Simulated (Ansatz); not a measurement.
The starting structures come from a database of crystals and need not be the phases stable at ambient conditions.

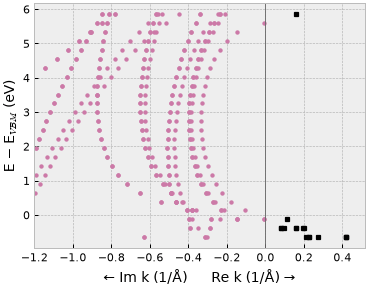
Figure: Complex bands at the centre of the two-dimensional zone; Ansatz (a first-principles code) with r2SCAN

No gap correction and no spin-orbit coupling; mid-gap values are interpolated between computed energies.

Q: This is Li6MgBr8 (Fm-3m, not sure to be the ambient phase, 15 atoms a cell, 21.7 Å³ an atom) along the normal of (111). Read off the slowest decay at the centre of the two-dimensional zone at 2.73 eV, the computed energy nearest the middle of the gap.

A: κ ≈ 0.34 1/Å, a decay length 1/(2κ) of the density of 1.5 Å.
